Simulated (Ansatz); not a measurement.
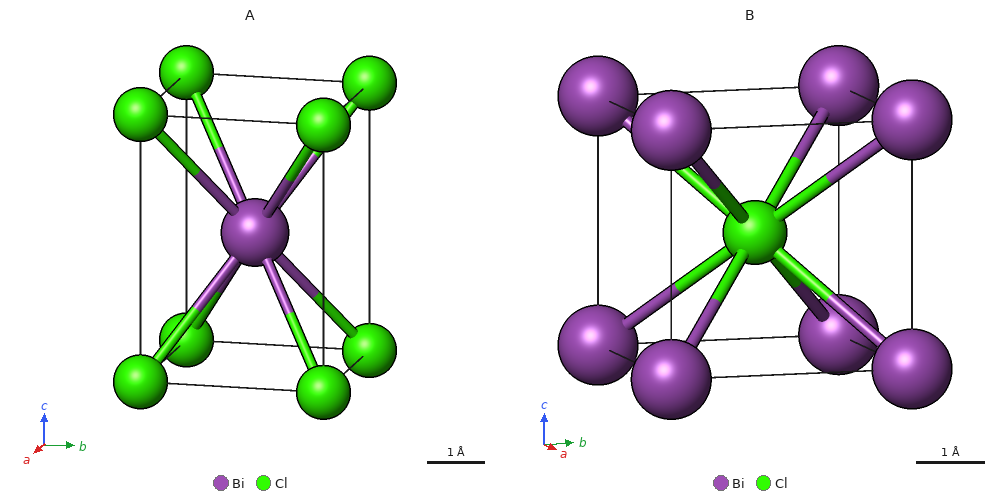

Two structures of BiCl, each relaxed to rest (conventional cells in solid outline, small ones repeated, not to one scale). Method: Ansatz, DFT PBE, scalar-relativistic, plane waves, PAW, without spin polarisation.

What are the two structures?

Answer. A: CuAu (L1₀) type, P4/mmm. B: caesium chloride (CsCl, B2) type, Pm-3m.

Which is the more stable form at this level of theory?

Answer. A is lower, by 159 meV/atom at this level of theory (energies at zero smearing). Volumes: A 26.5, B 26.3 Å³/atom.

One or both may be structure types tried for this composition rather than known phases.
